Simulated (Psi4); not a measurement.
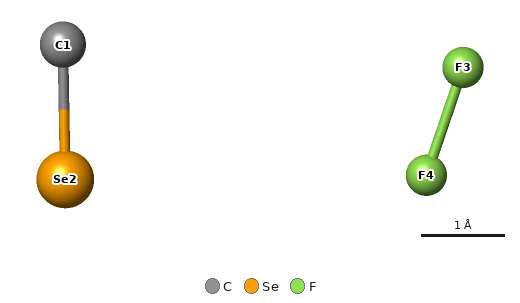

The input geometry (ball-and-stick view, seen on its broad side; atoms are numbered from 1 in the order of the input). Bond lengths as drawn: C–Se 1.65 Å and F–F 1.40 Å.

# Run report: CF2Se, interaction calculation (part 1 of 2)

CF2Se, SMILES [C][Se].FF, computed with SSAPT0/def2-SVPD, RHF (Psi4 1.11).

The geometry comes from this level: GFN2-xTB.

Input (cf2se.in)
```
memory 1600 mb

molecule {
  0 1
  C     -1.813340    -0.583150     0.184920
  Se    -0.956230    -0.314180     1.574420
  --
  0 1
  F      2.261380     0.737980    -2.217080
  F      2.569500     0.827210    -0.851690
  symmetry c1
  no_reorient
  no_com
}

set {
  basis    def2-SVPD
  scf_type df
}

energy('ssapt0')
```

Machine: 1 thread of AMD EPYC (Zen 3), 24 GiB of memory available, shared host.

Command:
```bash
psi4 -i cf2se.in -o cf2se.out -n 1
```

Log
```
Psi4 1.11 release

   => Loading Basis Set <=

    Name: DEF2-SVPD
    Role: ORBITAL
    Keyword: BASIS

   => Loading Basis Set <=

    Name: DEF2-SVPD
    Role: ORBITAL
    Keyword: BASIS

  //>>>>>>>>>>>>>>>>>>>>>>>>>>>>>>>>>>>//
  //              Dimer HF             //
  //<<<<<<<<<<<<<<<<<<<<<<<<<<<<<<<<<<<//

   => Loading Basis Set <=

    Name: DEF2-SVPD
    Role: ORBITAL
    Keyword: BASIS

         ---------------------------------------------------------
                                   SCF
                              RHF Reference
                        1 Threads,   1525 MiB Core
         ---------------------------------------------------------

  ==> Geometry <==

    Molecular point group: c1
    Full point group: C1

    Geometry (in Angstrom), charge = 0, multiplicity = 1:

       Center              X                  Y                   Z               Mass
    ------------   -----------------  -----------------  -----------------  -----------------
         C           -1.813340000000    -0.583150000000     0.184920000000    12.000000000000
         SE          -0.956230000000    -0.314180000000     1.574420000000    79.916521800000
         F            2.261380000000     0.737980000000    -2.217080000000    18.998403162730
         F            2.569500000000     0.827210000000    -0.851690000000    18.998403162730

  Running in c1 symmetry.

  Rotational constants: A =      0.27449  B =      0.02742  C =      0.02493 [cm^-1]
  Rotational constants: A =   8229.14959  B =    822.15881  C =    747.47972 [MHz]
  Nuclear repulsion =  176.093248004099394

  Charge       = 0
  Multiplicity = 1
  Electrons    = 58
  Nalpha       = 29
  Nbeta        = 29

  ==> Algorithm <==

  SCF Algorithm Type is DF.
  DIIS enabled.
  MOM disabled.
  Fractional occupation disabled.
  Guess Type is SAD.
  Energy threshold   = 1.00e-08
  Density threshold  = 1.00e-08
  Integral threshold = 1.00e-12

  ==> Primary Basis <==

  Basis Set: DEF2-SVPD
    Blend: DEF2-SVPD
    Number of shells: 41
    Number of basis functions: 107
    Number of Cartesian functions: 117
    Spherical Harmonics?: true
    Max angular momentum: 2

   => Loading Basis Set <=

    Name: (DEF2-SVPD AUX)
    Role: JKFIT
    Keyword: DF_BASIS_SCF

  ==> Integral Setup <==

  DFHelper Memory: AOs need 0.043 GiB; user supplied 1.118 GiB.
  SCF_SUBTYPE=INCORE selected. In-core MEM_DF algorithm will be used.
  Using in-core AOs.

  ==> MemDFJK: Density-Fitted J/K Matrices <==

    J tasked:                   Yes
    K tasked:                   Yes
    wK tasked:                   No
    Memory [MiB]:              1144
    Algorithm:                 Core
    Schwarz Cutoff:           1E-12
    Mask sparsity (%):      10.1319
    Fitting Condition:        1E-10

   => Auxiliary Basis Set <=

  Basis Set: (DEF2-SVPD AUX)
    Blend: DEF2-UNIVERSAL-JKFIT
    Number of shells: 135
    Number of basis functions: 495
    Number of Cartesian functions: 646
    Spherical Harmonics?: true
    Max angular momentum: 5

  Minimum eigenvalue in the overlap matrix is 1.7092221492E-03.
  Reciprocal condition number of the overlap matrix is 3.6867253188E-04.
    Using symmetric orthogonalization.

  ==> Pre-Iterations <==

  SCF Guess: Superposition of Atomic Densities via on-the-fly atomic UHF (no occupation information).

   -------------------------
    Irrep   Nso     Nmo
   -------------------------
     A        107     107
   -------------------------
    Total     107     107
   -------------------------

  ==> Iterations <==

                           Total Energy        Delta E     RMS |[F,P]|

   @DF-RHF iter SAD: -2631.84630957130275   -2.63185e+03   0.00000e+00
   @DF-RHF iter   1: -2635.31029979539426   -3.46399e+00   1.48610e-02 DIIS/ADIIS
   @DF-RHF iter   2: -2635.51063578650064   -2.00336e-01   1.01801e-02 DIIS/ADIIS
   @DF-RHF iter   3: -2635.78314953453264   -2.72514e-01   1.56965e-03 DIIS/ADIIS
   @DF-RHF iter   4: -2635.80006979892369   -1.69203e-02   2.80353e-04 DIIS/ADIIS
   @DF-RHF iter   5: -2635.80090092254477   -8.31124e-04   8.00694e-05 DIIS
   @DF-RHF iter   6: -2635.80099039611150   -8.94736e-05   3.45258e-05 DIIS
   @DF-RHF iter   7: -2635.80100518883728   -1.47927e-05   1.66385e-05 DIIS
   @DF-RHF iter   8: -2635.80100949894586   -4.31011e-06   3.70677e-06 DIIS
   @DF-RHF iter   9: -2635.80100970544527   -2.06499e-07   8.32356e-07 DIIS
   @DF-RHF iter  10: -2635.80100971369939   -8.25412e-09   2.03699e-07 DIIS
   @DF-RHF iter  11: -2635.80100971413731   -4.37922e-10   3.63308e-08 DIIS
   @DF-RHF iter  12: -2635.80100971414913   -1.18234e-11   1.18446e-08 DIIS
   @DF-RHF iter  13: -2635.80100971414822    9.09495e-13   5.17816e-09 DIIS
  Energy and wave function converged.

  ==> Post-Iterations <==

    Orbital Energies [Eh]
    ---------------------

    Doubly Occupied:

       1A   -460.833818     2A    -60.662841     3A    -54.278789
       4A    -54.278787     5A    -54.278147     6A    -26.437054
       7A    -26.436769     8A    -11.365645     9A     -8.945837
      10A     -6.681052    11A     -6.679130    12A     -6.679124
      13A     -2.669858    14A     -2.666865    15A     -2.666863
      16A     -2.666092    17A     -2.666091    18A     -1.757102
      19A     -1.474589    20A     -1.047826    21A     -0.823307
      22A     -0.823301    23A     -0.766087    24A     -0.675958
      25A     -0.675923    26A     -0.672177    27A     -0.453593
      28A     -0.430891    29A     -0.430877

    Virtual:

      30A      0.038329    31A      0.039635    32A      0.059832
      33A      0.074659    34A      0.090796    35A      0.101796
      36A      0.106732    37A      0.188367    38A      0.198137
      39A      0.199438    40A      0.210916    41A      0.217274
      42A      0.237477    43A      0.244421    44A      0.266258
      45A      0.280276    46A      0.280819    47A      0.290202
      48A      0.331641    49A      0.362338    50A      0.364984
      51A      0.403040    52A      0.416022    53A      0.424142
      54A      0.434210    55A      0.451346    56A      0.519075
      57A      0.625853    58A      0.634712    59A      0.642209
      60A      0.774564    61A      0.777017    62A      0.789112
      63A      0.791957    64A      0.801309    65A      0.824493
      66A      0.851982    67A      0.858380    68A      0.880976
      69A      0.890499    70A      0.904859    71A      0.915296
      72A      0.929598    73A      0.937829    74A      0.963313
      75A      0.997553    76A      1.000820    77A      1.007664
      78A      1.062447    79A      1.249067    80A      1.560993
      81A      1.585135    82A      1.829031    83A      1.972395
      84A      1.974505    85A      1.981374    86A      2.054735
      87A      2.077014    88A      2.083087    89A      2.145705
      90A      2.149050    91A      2.525628    92A      2.569023
      93A      3.215439    94A      3.408766    95A      3.414250
      96A      3.571036    97A      3.580614    98A      3.601456
      99A      3.614114   100A      3.652515   101A      3.653485
     102A      3.655895   103A      3.658723   104A      3.807986
     105A      3.838208   106A      3.842383   107A      4.848645

    Final Occupation by Irrep:
              A
    DOCC [    29 ]
    NA   [    29 ]
    NB   [    29 ]

  @DF-RHF Final Energy: -2635.80100971414822

   => Energetics <=

    Nuclear Repulsion Energy =            176.0932480040993937
    One-Electron Energy =               -4021.9397289078005997
    Two-Electron Energy =                1210.0454711895533819
    Total Energy =                      -2635.8010097141477672

Computation Completed

Properties will be evaluated at   0.000000,   0.000000,   0.000000 [a0]

Properties computed using the SCF density matrix

 Multipole Moments:

 ------------------------------------------------------------------------------------
     Multipole            Electronic (a.u.)      Nuclear  (a.u.)        Total (a.u.)
 ------------------------------------------------------------------------------------

 L = 1.  Multiply by 2.5417464519 to convert [e a0] to [Debye]
 Dipole X            :          0.2329362            0.1626298            0.3955660
 Dipole Y            :          0.3024281           -0.1782201            0.1242080
 Dipole Z            :        -50.4332040           51.0620440            0.6288400
 Magnitude           :                                                    0.7532196

 ------------------------------------------------------------------------------------

	total time  =          2 seconds =       0.03 minutes

  //>>>>>>>>>>>>>>>>>>>>>>>>>>>>>>>>>>>//
  //            Monomer A HF           //
  //<<<<<<<<<<<<<<<<<<<<<<<<<<<<<<<<<<<//

  ==> Geometry <==

    Molecular point group: c1
    Full point group: C1

    Geometry (in Angstrom), charge = 0, multiplicity = 1:

       Center              X                  Y                   Z               Mass
    ------------   -----------------  -----------------  -----------------  -----------------
         C           -1.813340000000    -0.583150000000     0.184920000000    12.000000000000
         SE          -0.956230000000    -0.314180000000     1.574420000000    79.916521800000
      Gh(F)           2.261380000000     0.737980000000    -2.217080000000    18.998403162730
      Gh(F)           2.569500000000     0.827210000000    -0.851690000000    18.998403162730

  Running in c1 symmetry.

  Rotational constants: A =      0.27449  B =      0.02742  C =      0.02493 [cm^-1]
  Rotational constants: A =   8229.14959  B =    822.15881  C =    747.47972 [MHz]
  Nuclear repulsion =   65.243755894206771

  Charge       = 0
  Multiplicity = 1
  Electrons    = 40
  Nalpha       = 20
  Nbeta        = 20

  ==> Iterations <==

                           Total Energy        Delta E     RMS |[F,P]|

   @DF-RHF iter SAD: -2433.90156006178131   -2.43390e+03   0.00000e+00
   @DF-RHF iter   1: -2436.81841287750285   -2.91685e+00   1.46702e-02 DIIS/ADIIS
   @DF-RHF iter   2: -2436.99703016284730   -1.78617e-01   1.01511e-02 DIIS/ADIIS
   @DF-RHF iter   3: -2437.26860294320295   -2.71573e-01   1.50600e-03 DIIS/ADIIS
   @DF-RHF iter   4: -2437.28450824595166   -1.59053e-02   2.21539e-04 DIIS/ADIIS
   @DF-RHF iter   5: -2437.28511855051011   -6.10305e-04   7.09428e-05 DIIS
   @DF-RHF iter   6: -2437.28520684352407   -8.82930e-05   2.27721e-05 DIIS
   @DF-RHF iter   7: -2437.28521846605554   -1.16225e-05   3.64716e-06 DIIS
   @DF-RHF iter   8: -2437.28521874460785   -2.78552e-07   7.92412e-07 DIIS
   @DF-RHF iter   9: -2437.28521875350407   -8.89622e-09   1.13691e-07 DIIS
   @DF-RHF iter  10: -2437.28521875373144   -2.27374e-10   1.29795e-08 DIIS
   @DF-RHF iter  11: -2437.28521875374145   -1.00044e-11   2.54645e-09 DIIS
  Energy and wave function converged.

  ==> Post-Iterations <==

    Final Occupation by Irrep:
              A
    DOCC [    20 ]
    NA   [    20 ]
    NB   [    20 ]

  @DF-RHF Final Energy: -2437.28521875374145

   => Energetics <=

    Nuclear Repulsion Energy =             65.2437558942067710
    One-Electron Energy =               -3522.9362503690394988
    Two-Electron Energy =                1020.4072757210911959
    Total Energy =                      -2437.2852187537414466

Computation Completed

Properties will be evaluated at   0.000000,   0.000000,   0.000000 [a0]

Properties computed using the SCF density matrix

 Multipole Moments:

 ------------------------------------------------------------------------------------
     Multipole            Electronic (a.u.)      Nuclear  (a.u.)        Total (a.u.)
 ------------------------------------------------------------------------------------
```
